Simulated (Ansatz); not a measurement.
# Calculations on C2H3O2

### Relaxation

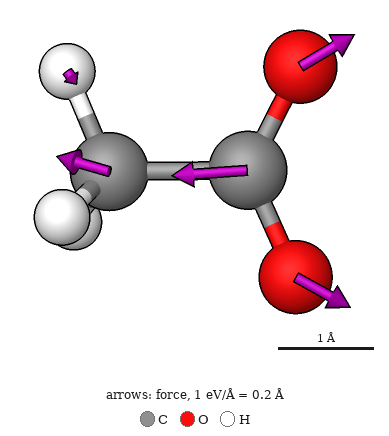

Starting geometry of C₂H₃O₂ (multiplicity 2) with the computed forces as purple arrows. The picture is a ball-and-stick view, seen face on.

The run prepares an end point of a later path (torsion) calculation, from a guessed geometry.

Computed with Ansatz 0.2.0, UKS PBE/def2-SVP.

Input
```yaml
crystal:
  periodic: [false, false, false]
  atoms:
    - { symbol: C, position_ang: [-0.1577, 0.5367, -0.1517] }
    - { symbol: C, position_ang: [0.2568, -0.8171, 0.2105] }
    - { symbol: O, position_ang: [1.0707, -0.8548, 1.1371] }
    - { symbol: O, position_ang: [-0.1768, -1.7416, -0.4644] }
    - { symbol: H, position_ang: [-0.9312, 0.5458, -0.9985] }
    - { symbol: H, position_ang: [-0.6764, 1.0756, 0.6997] }
    - { symbol: H, position_ang: [0.6758, 1.1873, -0.4784] }
magnetization:
  spin_polarized: true
  initial_magnetization: 1
basis:
  gaussian: { orbitals: def2-SVP }
hamiltonian:
  xc: pbe
relax:
  f_tol: 0.015
  max_steps: 40
```

Run as
```bash
ansatz run input.yaml --threads 1 --pin off --max-ram 2048MiB --backend cpu --events-out ev --progress --plain --runs-dir out
```

Question: Is this structure relaxed? If not, where do the atoms go?

Answer: It isn't relaxed: the largest force vector, on C2, is 4.07 eV/Å. The final displacements follow the starting forces only in part (cosine between the two patterns 0.64). O3 moves most after the best rigid fit: 0.14 Å. Largest moves by element: O 0.14 Å, C 0.09 Å, H 0.04 Å. Near-neighbour distances that change, for instance: C2–O4 1.224 → 1.266 Å, C1–H5 1.147 → 1.107 Å, C1–C2 1.461 → 1.497 Å, C2–O3 1.234 → 1.267 Å. Bond angles that change, for instance: O3–C2–O4 128.7° → 112.6°, C1–C2–O3 113.7° → 123.6°, C1–C2–O4 117.6° → 123.7°. After 6 geometry steps the energy has fallen by 0.525 eV. Largest force component: 3.9 eV/Å at the start, 0.0034 eV/Å at the end.

### Relaxation

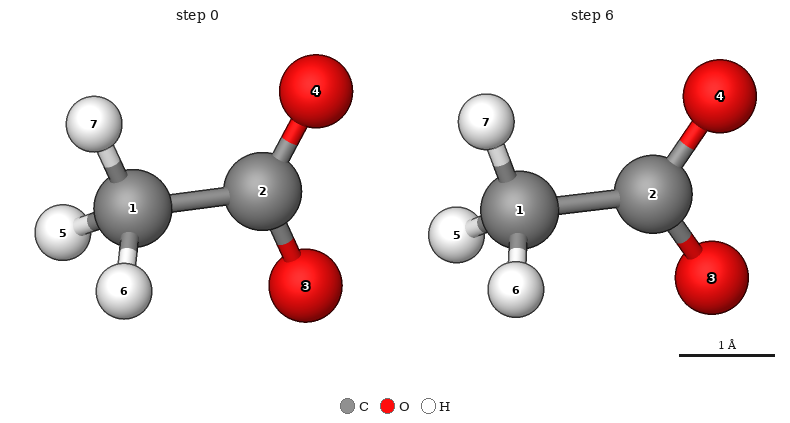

The structure of C₂H₃O₂ (multiplicity 2) before (left) and after (right) a relaxation, at one scale.

The picture is a ball-and-stick view, seen at a tilt.

The run prepares an end point of a later path (torsion) calculation, from a guessed geometry.

The calculation used Ansatz, UKS PBE/def2-SVP.

Input file:
```yaml
crystal:
  periodic: [false, false, false]
  atoms:
    - { symbol: C, position_ang: [-0.1577, 0.5367, -0.1517] }
    - { symbol: C, position_ang: [0.2568, -0.8171, 0.2105] }
    - { symbol: O, position_ang: [-0.67465, -1.53955, 0.57506] }
    - { symbol: O, position_ang: [1.45434, -1.06885, 0.18349] }
    - { symbol: H, position_ang: [-0.9312, 0.5458, -0.9985] }
    - { symbol: H, position_ang: [-0.6764, 1.0756, 0.6997] }
    - { symbol: H, position_ang: [0.6758, 1.1873, -0.4784] }
magnetization:
  spin_polarized: true
  initial_magnetization: 1
basis:
  gaussian: { orbitals: def2-SVP }
hamiltonian:
  xc: pbe
relax:
  f_tol: 0.015
  max_steps: 40
```

Run as
```bash
ansatz run input.yaml --threads 1 --pin off --max-ram 2048MiB --backend cpu --events-out ev --progress --plain --runs-dir out
```

> Summarise the run.

After 6 geometry steps the energy has fallen by 12.2 kcal/mol. The largest force component goes from 3.9 to 0.0032 eV/Å. O3 moves most after the best rigid fit: 0.16 Å. Largest moves by element: O 0.16 Å, C 0.09 Å, H 0.05 Å. Some distances before and after: C2–O4 1.224 → 1.266 Å, C1–H5 1.147 → 1.108 Å, C1–C2 1.461 → 1.497 Å, C2–O3 1.234 → 1.267 Å. Bond angles that change, for instance: O3–C2–O4 128.7° → 112.6°, C1–C2–O3 113.7° → 123.6°, C1–C2–O4 117.6° → 123.8°. The run took about 29 core-seconds on a shared host.

### Path

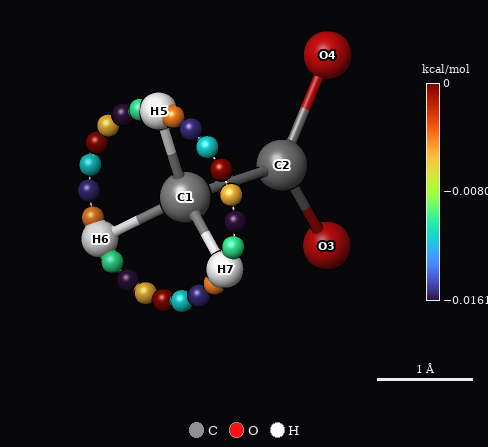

A nudged-elastic-band calculation for C$_{2}$H$_{3}$O$_{2}$ (multiplicity 2). Images are numbered from 0 (start) to 8 (end). The start is drawn whole; smaller spheres mark the moving atoms (H) in the later images, joined by lines and coloured by the energy of the image relative to the start. A ball-and-stick model, seen from a free direction.

All numbers below come from UKS PBE/def2-SVP in Ansatz. Set-up: 7 movable images; climbing image; force threshold 0.03 eV/Å; iteration limit 54; starting path through a guess of the saddle point.

> What moves, how far, and at what cost in energy?

The motion is a rotation about the C1–C2 bond by about 125°. No bond forms or breaks between the ends. No barrier shows: the energy is highest at the start, and the end lies 0.00 kcal/mol below the start. The band converged in 8 iterations. The largest component of the band force went from 8.6 to 0.024 eV/Å.

The run took of the order of 3 core-minutes on a shared host.
